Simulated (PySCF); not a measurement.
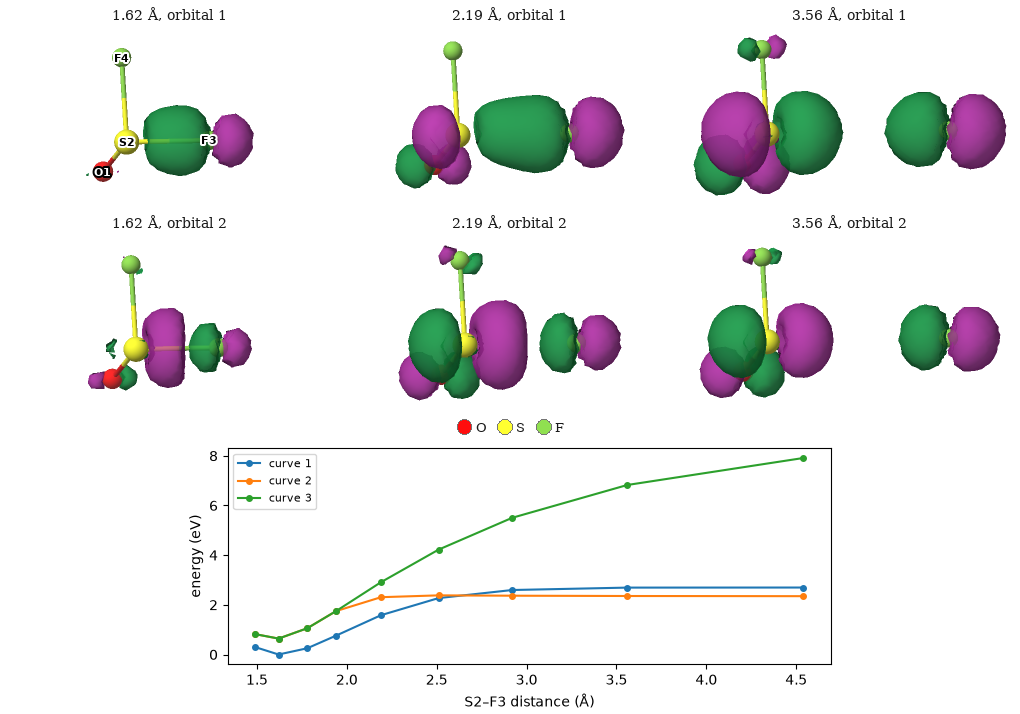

Figure 1: F₂OS, SMILES `O=S(F)F`. Rigid stretch of the S2–F3 bond. The two CASSCF(2,2) natural orbitals nearest half filling (orbital 1 the more occupied). Below: energies along the scan, from the lowest point of the three curves.

Method: aug-cc-pVDZ basis; geometry: GFN2-xTB; program: PySCF. No frequency check shows the geometry to be a minimum. GFN2-xTB bond lengths at metals and heavier atoms can be off by up to 0.1 Å and shapes distorted, which carries into these values.

Geometry (Å), atoms numbered from 1:

```
O1      -1.3734   -0.0134    0.3741
S2      -0.2009   -0.0025   -0.4086
F3       0.7764    1.2084    0.1967
F4       0.8016   -1.1921    0.1972
```

> How do the occupations change along the stretch?

1.62 Å: 1.97 and 0.03; 2.19 Å: 1.82 and 0.18; 3.56 Å: 1.11 and 0.89. At the longest distance computed (4.54 Å) they are 1.00 and 1.00, and the effective number of unpaired electrons is 2.0.

> Which curve is which method?

Curve 1 is CASSCF(2,2). Curve 2 is UHF. Curve 3 is RHF. RHF rises too steeply because it keeps both electrons in one orbital and so mixes in ionic fragments.

> Where does the UHF solution part from RHF?

Between 1.94 Å (⟨S²⟩ = 0, the two coincide) and 2.19 Å (⟨S²⟩ = 0.75); at 4.54 Å ⟨S²⟩ is 1.03 and UHF lies 5.6 eV below RHF.

> How much energy does the stretch cost?

By CASSCF, 2.7 eV from the lowest point of the scan (1.62 Å) to 4.54 Å; RHF gives 7.3 eV from its own lowest point. The fragments aren't relaxed and dynamic correlation is missing, so this isn't a bond dissociation energy.
